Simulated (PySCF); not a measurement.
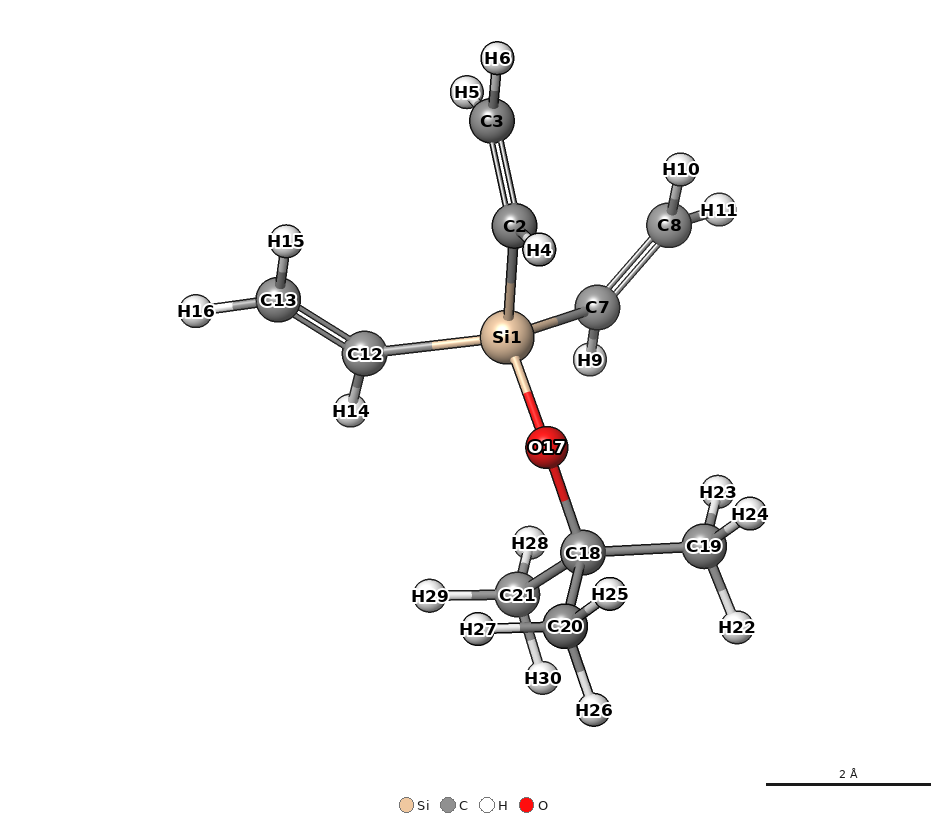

Computed geometry: PBE0-D3(BJ)/def2-SVP optimisation. No frequency run is at hand to confirm it as a minimum.

Which atoms are bonded, and how long are the bonds? Leave out bonds to hydrogen.

| bond | length (Å) | order |
| --- | --- | --- |
| Si1–C2 | 1.868 | single |
| Si1–C7 | 1.876 | single |
| Si1–C12 | 1.874 | single |
| Si1–O17 | 1.669 | single |
| C2–C3 | 1.338 | double |
| C7–C8 | 1.339 | double |
| C12–C13 | 1.338 | double |
| O17–C18 | 1.419 | single |
| C18–C19 | 1.527 | single |
| C18–C20 | 1.525 | single |
| C18–C21 | 1.527 | single |
